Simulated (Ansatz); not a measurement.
One crystal and one scan (scan of one atom of the cell) at two levels, PBE (plane waves to 420 eV, PAW, scalar-relativistic; Ansatz, a first-principles code) and PBEsol (plane waves to 420 eV, PAW, scalar-relativistic; Ansatz), each from its own relaxed cell and on its own mesh. The cell shown is that of PBE.

AlFe (CsCl type)

```xyz
2
Lattice="2.8747 0.0000 0.0000 0.0000 2.8747 0.0000 0.0000 0.0000 2.8747" Properties=species:S:1:pos:R:3 pbc="T T T"
Al     0.0000     0.0000     0.0000
Fe     1.4374     1.4374     1.4374
```

In each cell atom 2 (Fe, nearest neighbour Al at 2.490 Å; its periodic images, 2.9 Å or more away, move with it) moves by s·(0.577, 0.577, 0.577) (along Cartesian [111]), the rest being held.

E stands for the smeared free energy. AlFe was relaxed with its symmetry unable to fall. Relaxed AlFe ends ferromagnetic. The magnetic order is the one the run started from; other orders were not tried. (PBE) Left out: 4 of 11 points, with atoms too close for the PAW data. (PBE) Relaxed AlFe ends ferromagnetic. (PBEsol) Left out: 4 of 11 points, with atoms too close for the PAW data. (PBEsol) Relaxed AlFe ends ferromagnetic. With partly filled bands, energies and forces of such displacements shift with the k mesh and the smearing. Percentages come from the unrounded values.

| quantity | PBE | PBEsol | PBE − PBEsol |
|---|---|---|---|
| Lattice constant a (Å) | 2.875 | 2.845 | +0.030 (+1.0 %) |
| Magnetic moment of the relaxed cell (μB/cell) | 0.70 | 0.68 | +0.02 (+2 %) |
| Force constant k = d²E/ds² at s = 0 (finite differences) (eV/Å²) | 7.94 | 8.58 | -0.64 (-7.4 %) |
| Zone-centre optical wavenumber from k (cm⁻¹) | 345 | 358 | -13 (-3.8 %) |

PBE gives the higher value for: lattice constant a. PBE gives the lower value for: force constant k = d²E/ds² at s = 0; zone-centre optical wavenumber from k. Both give the same shape of the curve: a single well with its minimum at or next to zero displacement.

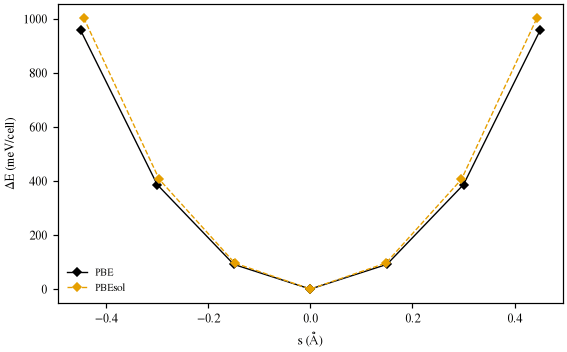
Figure. ΔE, each from the undisplaced structure of its own level.

(For displaced atoms, the force is minus the slope of the energy, and its curvature is a force constant, which sets phonon frequencies.)
